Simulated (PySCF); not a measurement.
# One shape, several levels: BH3Cl− (SMILES [BH3-]Cl)

We compute a comparison of 6 runs (B2PLYP/STO-6G, r2SCAN/STO-6G, BCCD(T)/STO-6G, NEVPT2(2,2)/STO-6G, QCISD(T)/STO-6G, CISD/STO-6G) of BH3Cl−. Input form: a Python script.

Program for the calculation: PySCF 2.14.0.

2 further runs of the same task are left out: 2 set aside as unsound or not needed.

## (1) The structure to begin with

BH3Cl−: 5 atoms, total charge -1, spin state singlet. SMILES: `[BH3-]Cl`. The B1–H5 distance was set to 1.449 Å, away from the relaxed value.

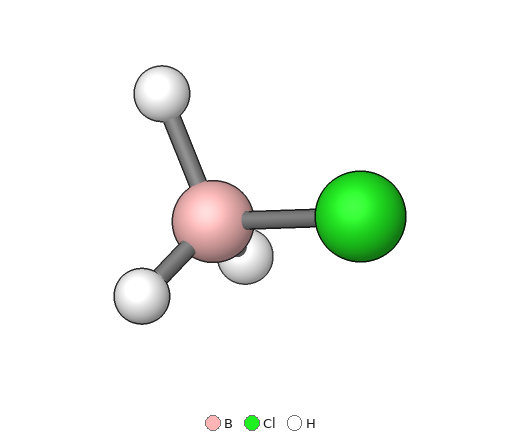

The structure, seen from a chosen angle (boron pink, chlorine green, hydrogen white).

## (2) A single-point energy at B2PLYP/STO-6G (run 1)

calc.py reads:

```python
from pyscf import gto, dft, mp

molecule = gto.Mole()
molecule.atom = [
    ('B', (0.098765, -0.228886, -0.023130)),
    ('Cl', (-0.829485, 0.315434, -1.556030)),
    ('H', (1.239455, -0.435636, -0.362130)),
    ('H', (-0.443725, -1.232366, 0.373670)),
    ('H', (0.000500, 0.857390, 0.931390)),
]
molecule.verbose = 3
molecule.max_memory = 1860
molecule.basis = 'sto-6g'
molecule.charge = -1
molecule.build()

mf = dft.RKS(molecule, xc='0.53*HF + 0.47*B88, 0.73*LYP')
mf.conv_tol = 1e-10
mf.grids.level = 5
mf.kernel()
if not mf.converged:
    mf = mf.newton().run(mf.mo_coeff, mf.mo_occ)

pt = mp.MP2(mf, frozen=6).run()
e_final = mf.e_tot + 0.27 * pt.e_corr
print('PT2 part  %.8f' % (0.27 * pt.e_corr))
print('Final energy', e_final)
```

Command:

```console
OMP_NUM_THREADS=1 python calc.py
```

Output:

```text
converged SCF energy = -484.923651809602
E(RMP2) = -484.988529220439  E_corr = -0.0648774108368454
E(SCS-RMP2) = -484.998443731913  E_corr = -0.0747919223105287
PT2 part  -0.01751690
Final energy -484.94116871052836
```

Run time: 2 s. Hardware: 1 thread of Arm Neoverse V2, shared host; peak memory 0.19 GiB.

## (3) The energy at r2SCAN/STO-6G (run 2)

calc.py reads:

```python
from pyscf import gto, dft

mol = gto.M(
    atom=[
    ('B', (0.098765, -0.228886, -0.023130)),
    ('Cl', (-0.829485, 0.315434, -1.556030)),
    ('H', (1.239455, -0.435636, -0.362130)),
    ('H', (-0.443725, -1.232366, 0.373670)),
    ('H', (0.000500, 0.857390, 0.931390)),
],
    max_memory=1860,
    verbose=3,
    basis='sto-6g',
    spin=0,
    charge=-1,
)

mf = dft.RKS(mol, xc='r2scan')
mf.grids.level = 5
mf.conv_tol = 1e-10
mf.kernel()
if not mf.converged:
    mf = mf.newton().run(mf.mo_coeff, mf.mo_occ)

energy = mf.e_tot
print('Final energy', energy)
```

Command:

```console
OMP_NUM_THREADS=1 python calc.py
```

Output:

```text
converged SCF energy = -485.158918442796
Final energy -485.15891844279605
```

Run time: 2.7 s. Hardware: 1 thread of Arm Neoverse V2, shared host; peak memory 0.19 GiB.

Run 3 isn't shown in full; the table further down has it.

## (4) The energy at NEVPT2(2,2)/STO-6G (run 4)

calc.py reads:

```python
import numpy
from pyscf import gto, scf, mp, mcscf, mrpt

molecule = gto.M(
    atom='''
B        0.098765      -0.228886      -0.023130
Cl      -0.829485       0.315434      -1.556030
H        1.239455      -0.435636      -0.362130
H       -0.443725      -1.232366       0.373670
H        0.000500       0.857390       0.931390
''',
    max_memory=1860,
    verbose=4,
    basis='sto-6g',
    charge=-1,
)

myscf = molecule.RHF()
myscf.conv_tol = 1e-10
myscf.kernel()
if not myscf.converged:
    myscf = myscf.newton().run(myscf.mo_coeff, myscf.mo_occ)

pt = mp.MP2(scf.addons.convert_to_uhf(myscf)).run()
noons, natorbs = mcscf.addons.make_natural_orbitals(pt)
print('natural occupations', numpy.round(noons[:40], 4))
cas = mcscf.CASSCF(myscf, 2, 2)
cas.fix_spin_(ss=0.0)
cas.natorb = True
cas.kernel(natorbs)
e_pt2 = mrpt.NEVPT(cas).kernel()
etot = cas.e_tot + e_pt2
print(f'total energy: {etot:.8f} hartree')
```

Command:

```console
OMP_NUM_THREADS=1 python calc.py
```

Output:

```text
PySCF version 2.14.0

[... 53 lines left out ...]
converged SCF energy = -484.291864613356
[... 32 lines left out ...]
sorting_mo_energy = False
[... 20 lines left out ...]
1-step CASSCF converged in   3 macro ( 23 JK   8 micro) steps
[... 2 lines left out ...]
Natural orbital (expansion on meta-Lowdin AOs) in CAS space
[... 9 lines left out ...]
CASSCF energy = -484.314348815655
[... 2 lines left out ...]
******** <class 'pyscf.mrpt.nevpt2.NEVPT'> ********
NEVPT2 (1e+1e, 2o), ncore = 12, nvir = 3
root = 0
Natural occ [1.96244728 0.03755272]
Natural orbital (expansion on meta-Lowdin AOs) in CAS space
               #1        #2
0 B 1s          -0.00363  -0.00679
0 B 2s           0.28583   0.40145
0 B 2px         -0.04763  -0.05219
[... 13 lines of this table left out ...]
4 H 1s           0.76833  -0.63819
<CAS-nat-orb|mo-hf>  13     10       0.51658818
<CAS-nat-orb|mo-hf>  13     13      -0.69888105
<CAS-nat-orb|mo-hf>  14     15      -0.99443918
Sr    (-1)',   E = -0.00000000002008
Si    (+1)',   E = -0.00000000008623
Sijrs (0)  ,   E = -0.02974267586951
Sijr  (+1) ,   E = -0.00184292908322
Srsi  (-1) ,   E = -0.00084387050241
Srs   (-2) ,   E = -0.00018530786229
Sij   (+2) ,   E = -0.00028698505852
Sir   (0)' ,   E = -0.00382385401525
Nevpt2 Energy = -0.036725622497499
total energy: -484.35107444 hartree
```

Wall time 0.76 s (1 thread of Arm Neoverse V2, shared host); peak memory 0.12 GiB.

Run 5 isn't shown in full; the table further down has it.

## (5) A single-point energy at CISD/STO-6G (run 6)

run.py reads:

```python
from pyscf import gto, scf, ci

mol = gto.M(
    atom='''
B      0.186639    -0.432532    -0.043709
Cl    -1.567499     0.596084    -2.940471
H      2.342230    -0.823233    -0.684327
H     -0.838519    -2.328834     0.706134
H      0.000945     1.620232     1.760072
''',
    max_memory=1860,
    basis='sto-6g',
    unit='bohr',
    verbose=3,
    charge=-1,
)

calc0 = scf.RHF(mol)
calc0.conv_tol = 1e-10
calc0.kernel()
if not calc0.converged:
    calc0 = calc0.newton().run(calc0.mo_coeff, calc0.mo_occ)

cisd = ci.CISD(calc0, frozen=6)
cisd.kernel()
e_final = cisd.e_tot
print(f'total energy: {e_final:.8f} hartree')
```

Command:

```console
OMP_NUM_THREADS=1 python run.py
```

Output:

```text
converged SCF energy = -484.291864671454
E(RCISD) = -484.3614680156432  E_corr = -0.0696033441892096
total energy: -484.36146802 hartree
```

Run time: 0.58 s. Hardware: 1 thread of Arm Neoverse V2, shared host; peak memory 0.1 GiB.

## (6) The series

```csv
run,level,frozen core orbitals,integration grid,energy (Eh),HOMO energy (eV),LUMO energy (eV),HOMO–LUMO gap (eV),wall time
1,B2PLYP/STO-6G,6,5,-484.941169,0.28,17.19,16.92,2 s
2,r2SCAN/STO-6G,–,5,-485.158918,2.73,14.33,11.60,2.7 s
3,BCCD(T)/STO-6G,6,–,-484.364109,–,–,–,0.78 s
4,"NEVPT2(2,2)/STO-6G",–,–,-484.351074,-1.92,20.69,22.61,0.76 s
5,QCISD(T)/STO-6G,6,–,-484.364211,-1.92,20.69,22.61,0.68 s
6,CISD/STO-6G,6,–,-484.361468,-1.92,20.69,22.61,0.58 s
```

## (7) Summary of results

| quantity | value |
| --- | --- |
| run 6: total energy | -484.36147 Eh |
| run 6: HOMO energy (Hartree–Fock orbitals) | -1.92 eV |
| run 6: LUMO energy (Hartree–Fock orbitals) | 20.69 eV |
| run 6: HOMO–LUMO gap (to an unbound level, set by the basis) | 22.61 eV |
| run 6: correlation energy (6 core orbitals frozen) | -69.6 mEh |

**Reading.** Totals of different functionals can't be ranked against each other. In runs 1, 2 the HOMO lies above zero, so the outermost electron may be held by the basis alone. In runs 1, 2, 3, 4, 5, 6 the basis is minimal, so the values are rough. All runs together took 7.6 s, the longest 2.7 s.
